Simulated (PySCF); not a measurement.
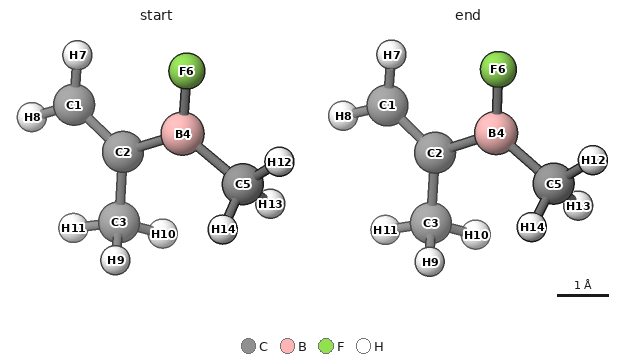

The structure of C4H8BF before (left) and after (right) a relaxation, at one scale.

The picture is a ball-and-stick view, seen at a tilt.

The start comes from GFN2-xTB. Its atoms were then displaced at random by about 0.01 Å.

These are results of PBE0-D3(BJ)/def2-SVP geometry optimisation, gas phase in PySCF, not measurements. 

**What changed between the two?**

The largest move after the best rigid fit is that of H13, 0.090 Å. Largest moves by element: H 0.090 Å, F 0.046 Å, C 0.039 Å, B 0.034 Å. Some distances before and after: C2–B4 1.527 → 1.569 Å, C1–H7 1.056 → 1.094 Å, C3–H10 1.065 → 1.103 Å, B4–C5 1.602 → 1.566 Å. Bond angles that change, for instance: C5–B4–F6 115.6° → 118.6°, H9–C3–H10 108.6° → 106.1°, H12–C5–H14 106.2° → 108.6°. After 8 geometry steps the energy has fallen by 0.138 eV. Cost: 49 s on 1 thread of Arm Neoverse V2, on a shared host.
